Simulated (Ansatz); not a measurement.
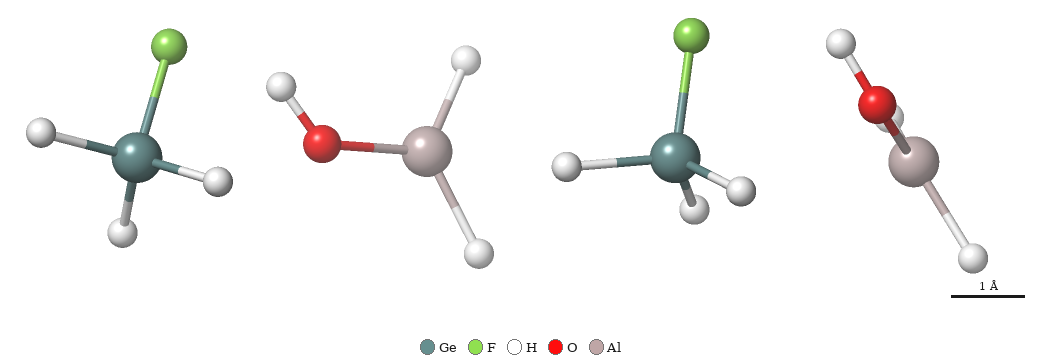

Two geometries of AlGeH6OF, drawn at one scale. One is the start of a relaxation, the other its converged end. The picture is a ball-and-stick view, seen at a tilt.

The calculation used Ansatz, RKS PBE-D4/def2-SVP. Settings: no spin polarisation; force threshold 0.03 eV/Å; at most 50 steps.

### Which geometry has the lower energy?

The left one is the relaxed one. The run prepares an end point of a later path (reaction) calculation, from a guessed geometry. The energy falls by 2.35 kcal/mol in 29 accepted moves (34 points after the start). Largest force component: 1.4 eV/Å at the start, 0.022 eV/Å at the end. The line search rejected the trial steps at points 15, 21, 28, 30, 33 of the run. The atom that moves furthest after the best rigid fit is an H atom (1.63 Å). Largest moves by element: H 1.63 Å, O 1.01 Å, Al 0.51 Å, Ge 0.39 Å, F 0.29 Å. Among the contacts that change: F–Ge 1.726 → 1.789 Å, Ge–H 1.551 → 1.543 Å, H–O 0.988 → 0.981 Å, Al–O 1.727 → 1.720 Å. Among the angles between lasting bonds that change: Al–O–H 123.1° → 125.8°, H–Ge–H 109.6° → 111.9°.
